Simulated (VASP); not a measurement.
Band structure of SnSb (space group Fm-3m). All values below come from LDA (Ceperley-Alder, Perdew-Zunger), VASP's LDA PAW potentials (set 64) (plane waves; VASP).

Unless said otherwise, spin-orbit coupling is left out, though it shifts the bands of the heavy elements here.

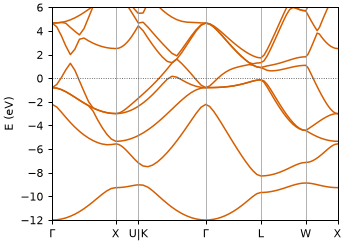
Figure. Bands along high-symmetry lines, zero at the valence-band maximum or, without a gap, the Fermi level

Q: Read the plot: is there a gap, and where are the band edges?

A: It has no gap at this level: it comes out as a metal or semimetal. (Edges off the drawn lines would not show.)

The structure comes from a computed database's SnSb entry (Fm-3m); how it stands against other phases isn't given here. It was relaxed first. The electron count is odd and the run is not spin-polarised, which forces a metal.
